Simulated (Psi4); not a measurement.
**GeH$_{4}$O: single-point calculation (part 1 of 2)**

GeH$_{4}$O (Ge(OH)H3), computed with OMP3/cc-pVDZ-DK, RHF, sfX2C (Psi4 1.11).

The geometry comes from this level: GFN2-xTB.

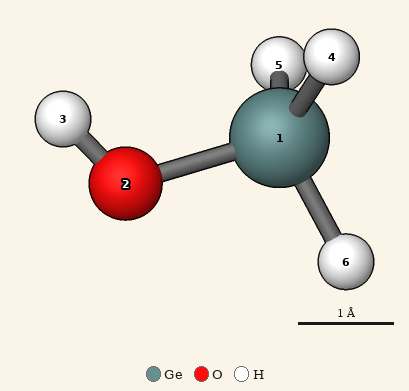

The input geometry (ball-and-stick view, seen at a tilt; atoms are numbered from 1 in the order of the input). Sticks mark near contacts.

**Input file (geh4o.py)**
```python
import psi4

psi4.set_memory(1600000000)
psi4.set_num_threads(1)
psi4.set_output_file('run.log', False)

with open('geh4o.xyz') as f:
    atoms = ''.join(f.readlines()[2:])
m = psi4.geometry('0 1\n' + atoms + '')

psi4.set_options({
    'basis': 'cc-pVDZ-DK',
    'reference': 'rhf',
    'scf_type': 'df',
    'mp_type': 'conv',
    'maxiter': 100,
    'mom_start': 5,
    'relativistic': 'x2c',
})

e_tot, wfn = psi4.energy("omp3", molecule=m, return_wfn=True)
print(f'omp3 energy: {e_tot:.10f} Eh')
```

**File geh4o.xyz**
```
6
GeH4O
Ge    -0.061950    -0.118590    -0.433490
O     -0.067510    -0.102540     1.300730
H      0.339500     0.634930     1.749270
H      1.355280    -0.118780    -0.929990
H     -0.788330     1.089860    -0.945730
H     -0.777000    -1.384870    -0.740790
```

Run on 1 thread of Intel Xeon (Sapphire Rapids), 16 GiB of memory available, shared host.

Launch command:
```bash
python geh4o.py
```

**Output**
```
h
    h
    h

    -----------------------------------------------------------------------

    Memory:     1.5 GiB
    Threads:    1
                ecpint, einsums, f̶o̶r̶t̶e̶, gauxc, gcp, g̶d̶m̶a̶, geometric, g̶p̶u̶_̶d̶f̶c̶c̶,
                i̶n̶t̶e̶g̶r̶a̶t̶o̶r̶x̶x̶, i̶p̶i̶, libefp, m̶d̶i̶, m̶p̶2̶d̶, m̶r̶c̶c̶, ooo,
                o̶p̶e̶n̶f̶e̶r̶m̶i̶o̶n̶p̶s̶i̶4̶, pcmsolver, p̶s̶i̶4̶f̶o̶c̶k̶c̶i̶, p̶s̶i̶x̶a̶s̶,
                p̶y̶e̶i̶n̶s̶u̶m̶s̶, r̶e̶s̶p̶, s̶i̶m̶i̶n̶t̶, s̶n̶s̶m̶p̶2̶,
                v̶2̶r̶d̶m̶_̶c̶a̶s̶s̶c̶f̶

Relativistic analytic gradients are not implemented yet, re-routing to finite differences.

   => Loading Basis Set <=

    Name: CC-PVDZ-DK
    Role: ORBITAL
    Keyword: BASIS

         ---------------------------------------------------------
                                   SCF
                              RHF Reference
                        1 Threads,   1525 MiB Core
         ---------------------------------------------------------

  ==> Geometry <==

    Molecular point group: c1
    Full point group: C1

    Geometry (in Angstrom), charge = 0, multiplicity = 1:

       Center              X                  Y                   Z               Mass
    ------------   -----------------  -----------------  -----------------  -----------------
         GE          -0.003100355000    -0.010193584558    -0.304555583494    73.921177761000
         O           -0.008660355000     0.005856415442     1.429664416506    15.994914619570
         H            0.398349645000     0.743326415442     1.878204416506     1.007825032230
         H            1.414129645000    -0.010383584558    -0.801055583494     1.007825032230
         H           -0.729480355000     1.198256415442    -0.816795583494     1.007825032230
         H           -0.718150355000    -1.276473584558    -0.611855583494     1.007825032230

  Running in c1 symmetry.

  Rotational constants: A =      2.47173  B =      0.35179  C =      0.34660 [cm^-1]
  Rotational constants: A =  74100.68664  B =  10546.28400  C =  10390.89417 [MHz]
  Nuclear repulsion =  129.770592033394223

  Charge       = 0
  Multiplicity = 1
  Electrons    = 44
  Nalpha       = 22
  Nbeta        = 22

  ==> Algorithm <==

  SCF Algorithm Type is DF.
  DIIS enabled.
  MOM enabled.
  Fractional occupation disabled.
  Guess Type is SAD.
  Energy threshold   = 1.00e-08
  Density threshold  = 1.00e-08
  Integral threshold = 1.00e-12

  ==> Primary Basis <==

  Basis Set: CC-PVDZ-DK
    Blend: CC-PVDZ-DK
    Number of shells: 29
    Number of basis functions: 61
    Number of Cartesian functions: 64
    Spherical Harmonics?: true
    Max angular momentum: 2

   => Loading Basis Set <=

    Name: (CC-PVDZ-DK AUX)
    Role: JKFIT
    Keyword: DF_BASIS_SCF

   => Loading Basis Set <=

    Name: (CC-PVDZ-DK AUX)
    Role: DECON
    Keyword: BASIS_RELATIVISTIC

  ==> Integral Setup <==

  DFHelper Memory: AOs need 0.014 GiB; user supplied 1.118 GiB.
  SCF_SUBTYPE=INCORE selected. In-core MEM_DF algorithm will be used.
  Using in-core AOs.

  ==> MemDFJK: Density-Fitted J/K Matrices <==

    J tasked:                   Yes
    K tasked:                   Yes
    wK tasked:                   No
    Memory [MiB]:              1144
    Algorithm:                 Core
    Schwarz Cutoff:           1E-12
    Mask sparsity (%):       0.0000
    Fitting Condition:        1E-10

   => Auxiliary Basis Set <=

  Basis Set: (CC-PVDZ-DK AUX)
    Blend: DEF2-UNIVERSAL-JKFIT
    Number of shells: 109
    Number of basis functions: 415
    Number of Cartesian functions: 544
    Spherical Harmonics?: true
    Max angular momentum: 5

 OEINTS: Using relativistic (X2C) overlap, kinetic, and potential integrals.
         ------------------------------------------------------------
         Spin-Free X2C Integrals at the One-Electron Level (SFX2C-1e)
         ------------------------------------------------------------

  ==> X2C Options <==

    Computational Basis: CC-PVDZ-DK
    X2C Basis: (CC-PVDZ-DK AUX)
    The X2C Hamiltonian will be computed in the X2C Basis

    Comparing only 61 out of 131 elements of H_Dirac

    The 1-norm of |H_X2C - H_Dirac| is: 452.850360383388

    WARNING: The X2C and Dirac Hamiltonians have substatially different eigenvalues!
             This is probably caused by the recontraction of the basis set.

  Minimum eigenvalue in the overlap matrix is 1.6282835620E-02.
  Reciprocal condition number of the overlap matrix is 4.1258471582E-03.
    Using symmetric orthogonalization.

  ==> Pre-Iterations <==

  SCF Guess: Superposition of Atomic Densities via on-the-fly atomic UHF (no occupation information).

   -------------------------
    Irrep   Nso     Nmo
   -------------------------
     A         61      61
   -------------------------
    Total      61      61
   -------------------------

  ==> Iterations <==

                           Total Energy        Delta E     RMS |[F,P]|

   @DF-RHF iter SAD: -2170.01549102682839   -2.17002e+03   0.00000e+00
   @DF-RHF iter   1: -2173.65056988234483   -3.63508e+00   1.81342e-02 DIIS/ADIIS
   @DF-RHF iter   2: -2174.19874500812875   -5.48175e-01   6.49879e-03 DIIS/ADIIS
   @DF-RHF iter   3: -2174.25148588686898   -5.27409e-02   7.10029e-04 DIIS/ADIIS
   @DF-RHF iter   4: -2174.25302617505668   -1.54029e-03   3.23122e-04 DIIS/ADIIS
   @DF-RHF iter   5: -2174.25324090251706   -2.14727e-04   8.30233e-05 DIIS/MOM
   @DF-RHF iter   6: -2174.25326826106175   -2.73585e-05   1.81632e-05 DIIS/MOM
   @DF-RHF iter   7: -2174.25327026787318   -2.00681e-06   3.57226e-06 DIIS/MOM
   @DF-RHF iter   8: -2174.25327033839085   -7.05177e-08   6.79001e-07 DIIS/MOM
   @DF-RHF iter   9: -2174.25327034097063   -2.57978e-09   1.17394e-07 DIIS/MOM
   @DF-RHF iter  10: -2174.25327034104248   -7.18501e-11   2.21361e-08 DIIS/MOM
   @DF-RHF iter  11: -2174.25327034104612   -3.63798e-12   4.57755e-09 DIIS/MOM
  Energy and wave function converged.

  ==> Post-Iterations <==

    Orbital Energies [Eh]
    ---------------------

    Doubly Occupied:

       1A   -410.812511     2A    -53.433434     3A    -46.528998
       4A    -46.528816     5A    -46.528780     6A    -20.556678
       7A     -7.411044     8A     -5.222377     9A     -5.220606
      10A     -5.220368    11A     -1.618260    12A     -1.610173
      13A     -1.609530    14A     -1.604777    15A     -1.604756
      16A     -1.310803    17A     -0.766828    18A     -0.634591
      19A     -0.533249    20A     -0.521592    21A     -0.465692
      22A     -0.443543

    Virtual:

      23A      0.139095    24A      0.199649    25A      0.210319
      26A      0.211233    27A      0.239262    28A      0.404110
      29A      0.405105    30A      0.461191    31A      0.545692
      32A      0.570969    33A      0.587329    34A      0.628361
      35A      0.631208    36A      0.700709    37A      0.899753
      38A      1.030586    39A      1.110200    40A      1.128736
      41A      1.310650    42A      1.341935    43A      1.419320
      44A      1.466365    45A      1.551626    46A      1.609489
      47A      1.692166    48A      1.733701    49A      1.755830
      50A      1.904631    51A      1.978761    52A      2.078466
      53A      2.181873    54A      2.202567    55A      2.250997
      56A      2.496514    57A      3.068221    58A      3.183343
      59A      3.319144    60A      3.407806    61A      4.066948

    Final Occupation by Irrep:
              A
    DOCC [    22 ]
    NA   [    22 ]
    NB   [    22 ]

  @DF-RHF Final Energy: -2174.25327034104612

   => Energetics <=

    Nuclear Repulsion Energy =            129.7705920333942231
    One-Electron Energy =               -3287.6729105117560721
    Two-Electron Energy =                 983.6490481373159582
    Total Energy =                      -2174.2532703410461181

Computation Completed

Properties will be evaluated at   0.000000,   0.000000,   0.000000 [a0]

Properties computed using the SCF density matrix

 Multipole Moments:

 ------------------------------------------------------------------------------------
     Multipole            Electronic (a.u.)      Nuclear  (a.u.)        Total (a.u.)
 ------------------------------------------------------------------------------------

 L = 1.  Multiply by 2.5417464519 to convert [e a0] to [Debye]
 Dipole X            :         -0.1031014            0.3710560            0.2679546
 Dipole Y            :         -0.2343599            0.7093697            0.4750098
 Dipole Z            :         -2.8368426            2.5322979           -0.3045448
 Magnitude           :                                                    0.6246451

 ------------------------------------------------------------------------------------

	total time  =          1 seconds =       0.02 minutes
   => Loading Basis Set <=

    Name: (CC-PVDZ-DK AUX)
    Role: DECON
    Keyword: BASIS_RELATIVISTIC

 MINTS: Wrapper to libmints.

   Calculation information:
      Number of threads:                 1
      Number of atoms:                   6
      Number of AO shells:              29
      Number of SO shells:              29
      Number of primitives:            132
      Number of atomic orbitals:        64
      Number of basis functions:        61

      Number of irreps:                  1
      Integral cutoff                 1.00e-12
      Number of functions per irrep: [  61 ]

 OEINTS: Overlap, kinetic, potential, dipole, and quadrupole integrals
         stored in file 35.

      Computing two-electron integrals...done
      Computed 1715866 non-zero two-electron integrals.
        Stored in file 33.
```
